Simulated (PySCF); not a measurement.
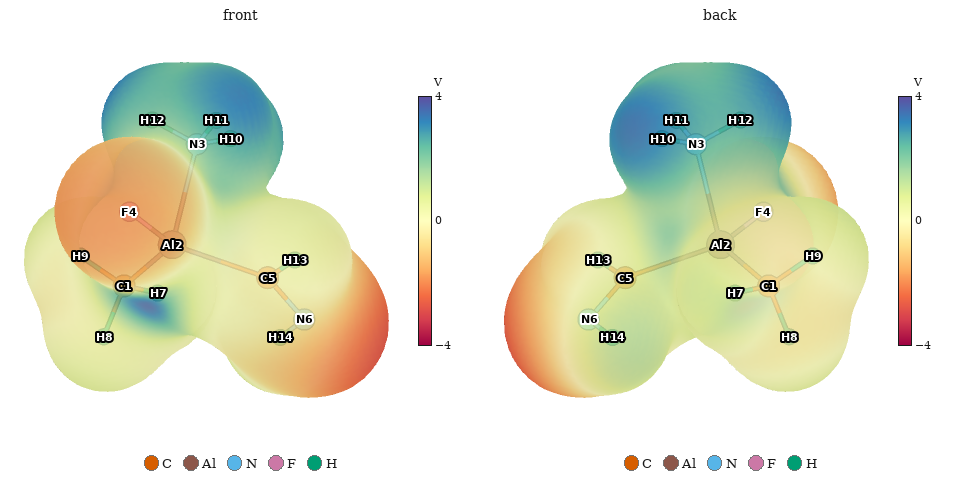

The picture shows: C2H8AlFN2. The electrostatic potential painted on the density surface at 0.004 e/bohr³, seen from the front and from behind; the colour scale runs from red (negative) to blue (positive).

Geometry: GFN2-xTB.

Theory: PBE0/pcSseg-1, SCF density, gas phase, non-relativistic in PySCF 2.14.0.

Input file:

```
{"job": {"kind": "nmr", "xc": "PBE0", "basis": "pcSseg-1"}, "charge": 0, "multiplicity": 1}
C      1.586000    -0.628055     0.842740
Al     0.382752    -0.011550    -0.623167
N     -0.438376     1.791202     0.130607
F      0.960498     0.813093    -1.953162
C     -1.333887    -1.019311    -0.968457
N     -1.807013    -1.975727    -0.275564
H      1.046662    -0.917227     1.748535
H      2.160748    -1.510509     0.543647
H      2.329385     0.115247     1.147855
H     -1.040621     1.746584     0.946187
H     -0.970465     2.179817    -0.644777
H      0.330147     2.428464     0.325416
H     -1.992284    -0.776165    -1.818708
H     -1.214225    -2.236336     0.516945
```

Launched as:

```sh
OMP_NUM_THREADS=1 python probes_run.py task.json out
```

> Describe the electrostatic potential map.

The most negative region (about −2.7 V) lies over N6, the most positive (about +3.4 V) over Al2, H10 and H12. N6 is the likeliest acceptor of a hydrogen bond.

> How polar is the molecule by this calculation?

Its dipole moment is 5.72 D.
